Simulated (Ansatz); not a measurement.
## Run report: GeH$_{3}$SOF$_{3}$, nudged elastic band (part 1 of 2)

GeH$_{3}$SOF$_{3}$, computed with RKS PBE-D4/def2-SVP (Ansatz 0.2.0).

One setting was made poor on purpose. It belongs to a series of runs on one base structure; here: band between the two ends.

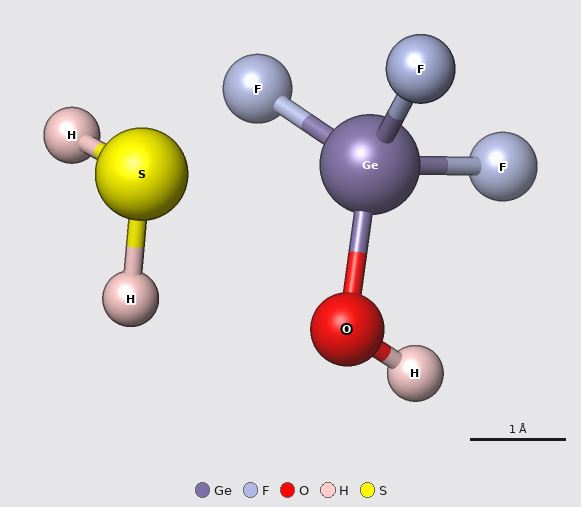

*The structure as given in the input (ball-and-stick view, seen at a tilt). Sticks mark near contacts.*

Input file:
```yaml
crystal:
  periodic: [false, false, false]
  atoms:
    - { symbol: Ge, position_ang: [-0.038691, -0.065374, 0.079238] }
    - { symbol: F, position_ang: [0.100946, 0.323882, 1.770847] }
    - { symbol: F, position_ang: [1.419418, 0.289222, -0.788255] }
    - { symbol: F, position_ang: [-1.121627, 1.183296, -0.488267] }
    - { symbol: O, position_ang: [-0.945103, -1.534335, -0.339301] }
    - { symbol: H, position_ang: [-1.769984, -1.232279, -0.774823] }
    - { symbol: S, position_ang: [1.65075, -2.249884, 1.08286] }
    - { symbol: H, position_ang: [0.545601, -3.043559, 1.026897] }
    - { symbol: H, position_ang: [1.36479, -1.849569, 2.352605] }
basis:
  gaussian: { orbitals: def2-SVP }
hamiltonian:
  xc: pbe
  dispersion: d4
neb:
  order_check: false
  images: 7
  f_tol: 0.05
  max_iterations: 60
  spring: 0.1
  final_atoms:
    - { symbol: Ge, position_ang: [0.53803162, -0.64973792, -0.37756722] }
    - { symbol: F, position_ang: [-0.8557351, -1.11480323, 2.0946154] }
    - { symbol: F, position_ang: [1.18319549, 0.12112939, -1.78538392] }
    - { symbol: F, position_ang: [0.45026866, 0.63162979, 0.88131155] }
    - { symbol: O, position_ang: [-1.14297713, -1.04765074, -0.73039322] }
    - { symbol: H, position_ang: [-1.5552796, -1.28332411, 0.13124558] }
    - { symbol: S, position_ang: [1.92202934, -2.19920884, 0.34708322] }
    - { symbol: H, position_ang: [1.10711668, -2.37423289, 1.43046887] }
    - { symbol: H, position_ang: [-0.44054996, -0.26240145, 1.93042074] }
  initial_path:
    images:
      - { positions_ang: [[-0.038691, -0.065374, 0.079238], [0.100946, 0.323882, 1.770847], [1.419418, 0.289222, -0.788255], [-1.121627, 1.183296, -0.488267], [-0.945103, -1.534335, -0.339301], [-1.769984, -1.232279, -0.774823], [1.65075, -2.249884, 1.08286], [0.545601, -3.043559, 1.026897], [1.36479, -1.849569, 2.352605]] }
      - { positions_ang: [[-0.0297752, -0.04713398, 0.06372002], [0.09284827, 0.23781084, 1.83956288], [1.45464282, 0.21559543, -0.74068622], [-1.03997545, 1.23653049, -0.4900822], [-0.92792101, -1.50512532, -0.39485095], [-1.65491006, -1.39617318, -0.52605366], [1.57007529, -2.19777045, 0.99879526], [0.54018588, -3.07834616, 0.93065914], [1.20092945, -1.64398767, 2.24073673]] }
      - { positions_ang: [[-0.0208594, -0.02889396, 0.04820205], [0.08475055, 0.15173968, 1.90827877], [1.48986763, 0.14196887, -0.69311745], [-0.95832389, 1.28976497, -0.49189741], [-0.91073902, -1.47591564, -0.4504009], [-1.53983611, -1.56006735, -0.27728432], [1.48940058, -2.1456569, 0.91473053], [0.53477076, -3.11313331, 0.83442127], [1.0370689, -1.43840635, 2.12886846]] }
      - { positions_ang: [[-0.01194359, -0.01065394, 0.03268407], [0.07665282, 0.06566853, 1.97699465], [1.52509245, 0.0683423, -0.64554867], [-0.87667234, 1.34299946, -0.49371261], [-0.89355703, -1.44670597, -0.50595085], [-1.42476217, -1.72396153, -0.02851498], [1.40872586, -2.09354336, 0.83066579], [0.52935564, -3.14792047, 0.73818341], [0.87320835, -1.23282502, 2.01700019]] }
      - { positions_ang: [[-0.00302779, 0.00758608, 0.0171661], [0.06855509, -0.02040263, 2.04571053], [1.56031726, -0.00528426, -0.59797989], [-0.79502079, 1.39623395, -0.49552782], [-0.87637504, -1.41749629, -0.56150079], [-1.30968822, -1.88785571, 0.22025435], [1.32805115, -2.04142981, 0.74660105], [0.52394053, -3.18270763, 0.64194555], [0.7093478, -1.02724369, 1.90513191]] }
      - { positions_ang: [[0.13223706, -0.15674492, -0.08151723], [-0.16251746, -0.29400278, 2.05793675], [1.46603682, 0.02631915, -0.8948309], [-0.48369842, 1.20508291, -0.15131798], [-0.94302556, -1.3250349, -0.6037239], [-1.37108607, -1.73672281, 0.19800216], [1.4765457, -2.08087457, 0.64672159], [0.66973456, -2.98058894, 0.83907638], [0.42187336, -0.83603313, 1.91145412]] }
      - { positions_ang: [[0.26750192, -0.32107592, -0.18020056], [-0.39359, -0.56760293, 2.07016297], [1.37175638, 0.05792256, -1.1916819], [-0.17237606, 1.01393187, 0.19289186], [-1.00967608, -1.23257351, -0.64594701], [-1.43248391, -1.58558991, 0.17574997], [1.62504025, -2.12031933, 0.54684214], [0.8155286, -2.77847026, 1.03620721], [0.13439892, -0.64482257, 1.91777633]] }
      - { positions_ang: [[0.40276677, -0.48540692, -0.27888389], [-0.62466255, -0.84120308, 2.08238918], [1.27747594, 0.08952598, -1.48853291], [0.1389463, 0.82278083, 0.53710171], [-1.07632661, -1.14011212, -0.68817011], [-1.49388176, -1.43445701, 0.15349777], [1.77353479, -2.15976408, 0.44696268], [0.96132264, -2.57635157, 1.23333804], [-0.15307552, -0.45361201, 1.92409854]] }
      - { positions_ang: [[0.53803162, -0.64973792, -0.37756722], [-0.8557351, -1.11480323, 2.0946154], [1.18319549, 0.12112939, -1.78538392], [0.45026866, 0.63162979, 0.88131155], [-1.14297713, -1.04765074, -0.73039322], [-1.5552796, -1.28332411, 0.13124558], [1.92202934, -2.19920884, 0.34708322], [1.10711668, -2.37423289, 1.43046887], [-0.44054996, -0.26240145, 1.93042074]] }
```

Command:
```bash
ansatz run input.yaml --threads 4 --pin off --max-ram 5120MiB --backend cpu --events-out ev --progress --plain --runs-dir out
```

Log:
```
Engine: ansatz 0.2.0, x86_64-unknown-linux-gnu
Functional definition: PBE
  parameter kappa = 0.804
  parameter beta = 0.06672455060314922
  exchange = pbe_x(kappa = kappa, mu = beta*pi^2/3)
  correlation = pbe_c(beta = beta)
1317 factors; their error is unknown
mean field evaluation 1: about -77552.7388 eV, gradient 7.7e1 eV
mean field evaluation 2: about -77517.1625 eV, gradient 1.6e2 eV
mean field evaluation 4: about -77561.8925 eV, gradient 1.2e1 eV
mean field evaluation 8: about -77562.1400 eV, gradient 1.5e-1 eV
mean field evaluation 16: about -77562.0559 eV, gradient 2.5e-4 eV
mean field -77562.05591771 eV, -2850.3529815259 hartree, gradient 3.6e-5 eV, S^2 0.000000; 0 other end points of the search recorded, 0 dependent functions left out
the calculation of the forces begins
reference -77562.05595094 eV, -2850.3529827473 hartree; 43, 43 occupied and 78, 78 virtual orbitals, 1317 factors
1317 factors; their error is unknown
mean field evaluation 32: about -77562.2324 eV, gradient 1.5e-3 eV
mean field -77562.23240408 eV, -2850.3594672805 hartree, gradient 2.8e-5 eV, S^2 0.000000; 0 other end points of the search recorded, 0 dependent functions left out
[... from here on the field's lines of each further geometry are left out, up to the last ...]
NEB iter   1: max|band force component| = 1.079e2 eV/Å  barrier→ = 17.8755 eV  barrier← = 18.0567 eV  Δτ_max = 0.2000 Å  (259 SCF iters)
NEB iter   2: max|band force component| = 2.821e1 eV/Å  barrier→ = 4.5386 eV  barrier← = 4.7198 eV  Δτ_max = 0.1997 Å  (230 SCF iters)
NEB iter   3: max|band force component| = 1.704e1 eV/Å  barrier→ = 2.0263 eV  barrier← = 2.2075 eV  Δτ_max = 0.2000 Å  (224 SCF iters)
NEB iter   4: max|band force component| = 6.335e0 eV/Å  barrier→ = 0.9079 eV  barrier← = 1.0891 eV  Δτ_max = 0.1994 Å  (219 SCF iters)
NEB iter   5: max|band force component| = 2.638e0 eV/Å  barrier→ = 0.9096 eV  barrier← = 1.0908 eV  Δτ_max = 0.1283 Å  (205 SCF iters)
NEB iter   6: max|band force component| = 8.041e-1 eV/Å  barrier→ = 0.8809 eV  barrier← = 1.0621 eV  Δτ_max = 0.1958 Å  (202 SCF iters)
NEB iter   7: max|band force component| = 7.504e-1 eV/Å  barrier→ = 0.8741 eV  barrier← = 1.0553 eV  Δτ_max = 0.1556 Å  (209 SCF iters)
NEB iter   8: max|band force component| = 7.204e-1 eV/Å  barrier→ = 0.8663 eV  barrier← = 1.0475 eV  Δτ_max = 0.1996 Å  (213 SCF iters)
NEB iter   9: max|band force component| = 7.495e-1 eV/Å  barrier→ = 0.8462 eV  barrier← = 1.0274 eV  Δτ_max = 0.1001 Å  (218 SCF iters)
NEB iter  10: max|band force component| = 3.929e-1 eV/Å  barrier→ = 0.8082 eV  barrier← = 0.9894 eV  CI = image 4  Δτ_max = 0.2000 Å  (204 SCF iters)
NEB iter  11: max|band force component| = 3.183e-1 eV/Å  barrier→ = 0.8970 eV  barrier← = 1.0782 eV  CI = image 4  Δτ_max = 0.1983 Å  (208 SCF iters)
NEB iter  12: max|band force component| = 3.113e-1 eV/Å  barrier→ = 0.9175 eV  barrier← = 1.0987 eV  CI = image 4  Δτ_max = 0.0936 Å  (204 SCF iters)
NEB iter  13: max|band force component| = 2.225e-1 eV/Å  barrier→ = 0.9068 eV  barrier← = 1.0880 eV  CI = image 4  Δτ_max = 0.1441 Å  (193 SCF iters)
NEB iter  14: max|band force component| = 1.665e-1 eV/Å  barrier→ = 0.8682 eV  barrier← = 1.0494 eV  CI = image 4  Δτ_max = 0.1935 Å  (201 SCF iters)
NEB iter  15: max|band force component| = 3.015e-1 eV/Å  barrier→ = 0.8322 eV  barrier← = 1.0134 eV  CI = image 4  Δτ_max = 0.1004 Å  (208 SCF iters)
NEB iter  16: max|band force component| = 3.171e-1 eV/Å  barrier→ = 0.8122 eV  barrier← = 0.9935 eV  CI = image 4  Δτ_max = 0.0503 Å  (205 SCF iters)
NEB iter  17: max|band force component| = 2.991e-1 eV/Å  barrier→ = 0.8020 eV  barrier← = 0.9832 eV  CI = image 4  Δτ_max = 0.0503 Å  (193 SCF iters)
NEB iter  18: max|band force component| = 2.614e-1 eV/Å  barrier→ = 0.7913 eV  barrier← = 0.9725 eV  CI = image 4  Δτ_max = 0.0501 Å  (194 SCF iters)
NEB iter  19: max|band force component| = 2.410e-1 eV/Å  barrier→ = 0.7805 eV  barrier← = 0.9617 eV  CI = image 4  Δτ_max = 0.1005 Å  (195 SCF iters)
NEB iter  20: max|band force component| = 2.512e-1 eV/Å  barrier→ = 0.7598 eV  barrier← = 0.9410 eV  CI = image 4  Δτ_max = 0.0999 Å  (198 SCF iters)
NEB iter  21: max|band force component| = 2.407e-1 eV/Å  barrier→ = 0.7448 eV  barrier← = 0.9260 eV  CI = image 4  Δτ_max = 0.0999 Å  (193 SCF iters)
NEB iter  22: max|band force component| = 2.085e-1 eV/Å  barrier→ = 0.7338 eV  barrier← = 0.9150 eV  CI = image 4  Δτ_max = 0.0994 Å  (198 SCF iters)
NEB iter  23: max|band force component| = 1.850e-1 eV/Å  barrier→ = 0.7222 eV  barrier← = 0.9034 eV  CI = image 4  Δτ_max = 0.0999 Å  (197 SCF iters)
NEB iter  24: max|band force component| = 1.802e-1 eV/Å  barrier→ = 0.7120 eV  barrier← = 0.8932 eV  CI = image 4  Δτ_max = 0.1005 Å  (200 SCF iters)
NEB iter  25: max|band force component| = 1.878e-1 eV/Å  barrier→ = 0.6975 eV  barrier← = 0.8787 eV  CI = image 4  Δτ_max = 0.0502 Å  (206 SCF iters)
NEB iter  26: max|band force component| = 1.541e-1 eV/Å  barrier→ = 0.6887 eV  barrier← = 0.8699 eV  CI = image 4  Δτ_max = 0.0503 Å  (191 SCF iters)
NEB iter  27: max|band force component| = 1.410e-1 eV/Å  barrier→ = 0.6805 eV  barrier← = 0.8617 eV  CI = image 4  Δτ_max = 0.0504 Å  (190 SCF iters)
NEB iter  28: max|band force component| = 9.392e-2 eV/Å  barrier→ = 0.6729 eV  barrier← = 0.8541 eV  CI = image 4  Δτ_max = 0.0502 Å  (188 SCF iters)
NEB iter  29: max|band force component| = 1.088e-1 eV/Å  barrier→ = 0.6672 eV  barrier← = 0.8484 eV  CI = image 4  Δτ_max = 0.0503 Å  (188 SCF iters)
NEB iter  30: max|band force component| = 9.073e-2 eV/Å  barrier→ = 0.6638 eV  barrier← = 0.8450 eV  CI = image 4  Δτ_max = 0.0503 Å  (192 SCF iters)
NEB iter  31: max|band force component| = 9.537e-2 eV/Å  barrier→ = 0.6628 eV  barrier← = 0.8441 eV  CI = image 4  Δτ_max = 0.0251 Å  (188 SCF iters)
NEB iter  32: max|band force component| = 7.089e-2 eV/Å  barrier→ = 0.6634 eV  barrier← = 0.8446 eV  CI = image 4  Δτ_max = 0.0251 Å  (189 SCF iters)
NEB iter  33: max|band force component| = 6.620e-2 eV/Å  barrier→ = 0.6634 eV  barrier← = 0.8446 eV  CI = image 4  Δτ_max = 0.0251 Å  (189 SCF iters)
NEB iter  34: max|band force component| = 6.470e-2 eV/Å  barrier→ = 0.6631 eV  barrier← = 0.8443 eV  CI = image 4  Δτ_max = 0.0251 Å  (190 SCF iters)
NEB iter  35: max|band force component| = 6.384e-2 eV/Å  barrier→ = 0.6631 eV  barrier← = 0.8443 eV  CI = image 4  Δτ_max = 0.0251 Å  (185 SCF iters)
NEB iter  36: max|band force component| = 5.824e-2 eV/Å  barrier→ = 0.6628 eV  barrier← = 0.8440 eV  CI = image 4  Δτ_max = 0.0251 Å  (188 SCF iters)
NEB iter  37: max|band force component| = 5.555e-2 eV/Å  barrier→ = 0.6628 eV  barrier← = 0.8440 eV  CI = image 4  Δτ_max = 0.0250 Å  (182 SCF iters)
NEB iter  38: max|band force component| = 1.144e-1 eV/Å  barrier→ = 0.6628 eV  barrier← = 0.8440 eV  CI = image 4  Δτ_max = 0.0126 Å  (183 SCF iters)
NEB iter  39: max|band force component| = 5.846e-2 eV/Å  barrier→ = 0.6628 eV  barrier← = 0.8440 eV  CI = image 4  Δτ_max = 0.0251 Å  (177 SCF iters)
NEB iter  40: max|band force component| = 5.634e-2 eV/Å  barrier→ = 0.6628 eV  barrier← = 0.8440 eV  CI = image 4  Δτ_max = 0.0505 Å  (178 SCF iters)
NEB iter  41: max|band force component| = 1.193e-1 eV/Å  barrier→ = 0.6628 eV  barrier← = 0.8440 eV  CI = image 4  Δτ_max = 0.0251 Å  (184 SCF iters)
NEB iter  42: max|band force component| = 6.279e-2 eV/Å  barrier→ = 0.6628 eV  barrier← = 0.8440 eV  CI = image 4  Δτ_max = 0.0503 Å  (176 SCF iters)
NEB iter  43: max|band force component| = 7.264e-2 eV/Å  barrier→ = 0.6628 eV  barrier← = 0.8440 eV  CI = image 4  Δτ_max = 0.0252 Å  (170 SCF iters)
NEB iter  44: max|band force component| = 6.089e-2 eV/Å  barrier→ = 0.6628 eV  barrier← = 0.8440 eV  CI = image 4  Δτ_max = 0.0501 Å  (172 SCF iters)
NEB iter  45: max|band force component| = 1.597e-1 eV/Å  barrier→ = 0.6628 eV  barrier← = 0.8440 eV  CI = image 4  Δτ_max = 0.0252 Å  (173 SCF iters)
NEB iter  46: max|band force component| = 7.238e-2 eV/Å  barrier→ = 0.6628 eV  barrier← = 0.8440 eV  CI = image 4  Δτ_max = 0.0502 Å  (174 SCF iters)
NEB iter  47: max|band force component| = 8.958e-2 eV/Å  barrier→ = 0.6628 eV  barrier← = 0.8440 eV  CI = image 4  Δτ_max = 0.0502 Å  (178 SCF iters)
NEB iter  48: max|band force component| = 1.043e-1 eV/Å  barrier→ = 0.6628 eV  barrier← = 0.8440 eV  CI = image 4  Δτ_max = 0.1000 Å  (174 SCF iters)
```
